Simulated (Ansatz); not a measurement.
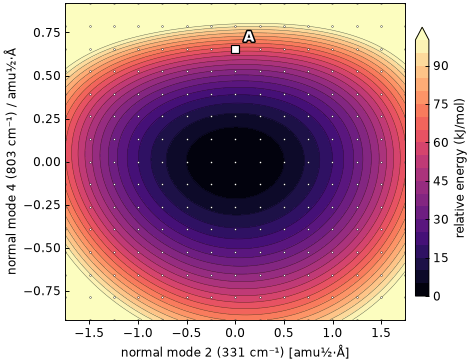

CH₂FNSi, SMILES F[SiH]1C=N1. The first coordinate is: normal mode 2 (331 cm⁻¹); the second: normal mode 4 (803 cm⁻¹). Nothing is relaxed (straight displacements along the two mass-weighted modes). The grid has 15 × 15 points. Energies are in kJ/mol, from the lowest grid point. All numbers below come from RHF/def2-TZVP (Ansatz 0.2.0).

The picture shows filled contours, dots at the grid points, one colour for all values above the top of the scale, the point A. Between grid points the surface is interpolated.

Question: Is A at rest? If not, where is it pushed?

Answer: A, at normal mode 2 (331 cm⁻¹) = 0.00 amu½·Å, normal mode 4 (803 cm⁻¹) = 0.656 amu½·Å, is not a stationary point. The computed force is 4 kJ/mol for each amu½·Å towards larger values of normal mode 2 (331 cm⁻¹) and 220 kJ/mol for each amu½·Å towards smaller values of normal mode 4 (803 cm⁻¹).
